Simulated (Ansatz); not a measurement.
BN: pressure series

Take BN in the zinc blende structure (space group F-43m, No. 216) as the base.

```
CELL_PARAMETERS angstrom
      0.00000     1.80486     1.80486
      1.80486     0.00000     1.80486
      1.80486     1.80486     0.00000
ATOMIC_POSITIONS crystal
  B  0.00000 0.00000 0.00000
  N  0.25000 0.25000 0.25000
```

Cell and atoms are relaxed at each pressure.

Calculations: r2SCAN (Ansatz, a first-principles code; PAW; 500 eV plane waves; without spin-orbit coupling).

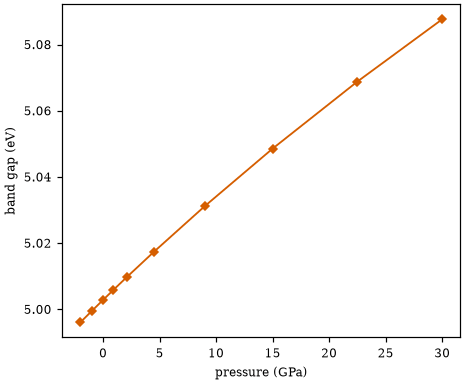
Figure: Band gap against pressure

From the plot, what is the band gap for pressure 15 GPa?

About 5.05 eV.

Is the trend monotonic over the range shown?

Yes, it rises throughout, spanning 5.00 eV to 5.09 eV.

Load acts through the strain it causes; cell and atoms are relaxed under it. Stability against distortions was not tested. Competing high-pressure phases were not computed.
